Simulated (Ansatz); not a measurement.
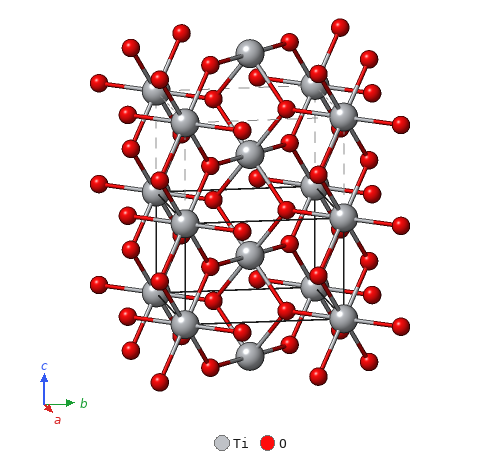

TiO₂ (space group P4_2/mnm, No. 136): the end point of a relaxation with DFT, PBE, plane waves, PAW in Ansatz; the starting structure was generated, so it need not be a known form of this composition.

Bonds are taken as O–Ti below 2.3 Å. Simplification: prune 0- and 1-connected atoms, fold 2-connected ones into links.

Q: What kind of net remains, and which atoms are its nodes?

A: A binodal (3,6)-connected, three-periodic net: O is a 3-connected node; Ti is a 6-connected node, in the ratio 2:1.

Q: Does the net have a name?

A: It is the rtl net, known from rutile.

Q: Is the net interpenetrated?

A: It is a single net, without interpenetration.

Q: How many nodes does the smallest cycle have?

A: Four.

The simplified net, drawn on the atoms' positions. Nodes are coloured by element. Short stubs are edges that leave the cut-out.

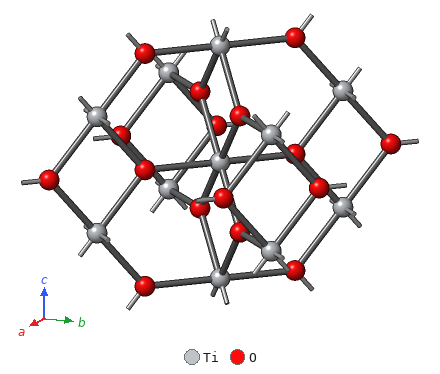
